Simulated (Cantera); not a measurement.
A closed system holds: 1 mol SiH2Cl2, 6.2 mol N2O, 0.48 mol H2, held at 13300 Pa.

These are equilibrium values from Cantera (NASA tables, ideal gas, pure condensed phases), not measurements of a reactor. Candidate condensed phases: H2O, NH4Cl, Si, SiO2, Si2N2O, Si3N4; 47 gas species. The tables hold silica as quartz up to 1696 K and as liquid above; real silica turns to tridymite and cristobalite and melts near 1996 K. Kinetics and transport are ignored.

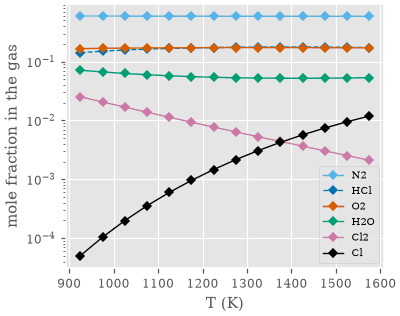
Equilibrium gas composition (values under 1e-9 drawn at 1e-9)

Q: Read off the mole fractions at 1575 K.

A: N2 about 0.59, HCl about 0.17, O2 about 0.17, H2O about 0.053, Cl about 0.012, Cl2 about 0.0021.
